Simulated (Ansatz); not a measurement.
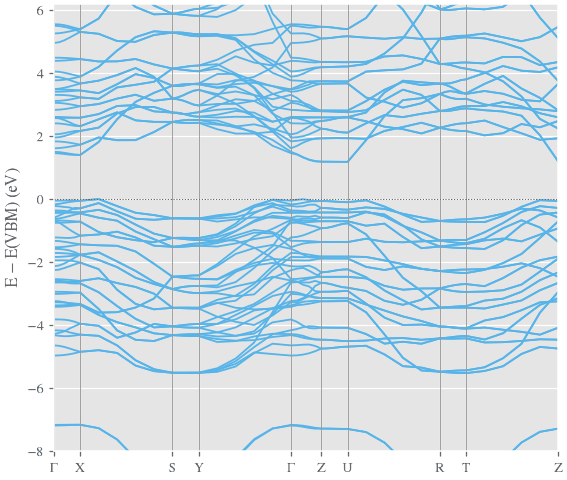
*Band structure from PBE in the plane-wave PAW code Ansatz*

The gap is 1.18 eV; an edge lies off the plotted path or next to a special point (maximum off the standard path, minimum at U).

The material is As2S3 in space group Pnma (No. 62; Pearson symbol oP20).

The cell is a constructed one: a structure type filled with these elements; neither database checked (COD, Materials Project) lists it. COD files the formula under space group No. 2, 14, so this cell is another polymorph or a model. Its standing as an ambient phase is unchecked. The cell was relaxed with PBE under the symmetry of its start; whether a distortion lowers the energy is not shown. A crystal of weakly bound chains computed without a dispersion correction: the cell and the soft elastic constants depend strongly on that. Scalar-relativistic: spin–orbit coupling is off unless named, which matters more the heavier the elements.

Potentials: the later of the program's two PAW sets.
